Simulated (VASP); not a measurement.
Input:

```xyz
4
Lattice="4.1673 2.0821 2.0821 2.0821 4.1673 2.0821 2.0821 2.0821 4.1673" Properties=species:S:1:pos:R:3 pbc="T T T"
Ni     0.0000     0.0000     0.0000
Ni     4.1658     4.1658     4.1658
O      2.0829     2.0829     2.0829
O      6.2486     6.2486     6.2486
```
Starting moments (μB, in the order of the record's atoms Ni Ni O O): 1.3 -1.3 0.0 0.0.

These are PBE GGA with D3 dispersion (Becke-Johnson damping), VASP's PBE PAW potentials (set 64) (plane waves; VASP) values and carry that method's errors. Numerical set-up: 520 eV cut-off, 10×10×10 Γ-centred mesh, tetrahedra with Blöchl corrections, potentials Ni O.

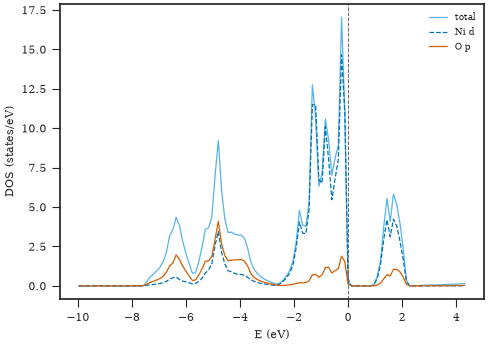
*Total and projected density of states, zero at the valence-band maximum*

Within 2 eV below the valence-band maximum the largest weight inside VASP's projection spheres is Ni d.

It has a band gap.

The compound is NiO in the rock salt, AFM-II order structure. It was relaxed first.
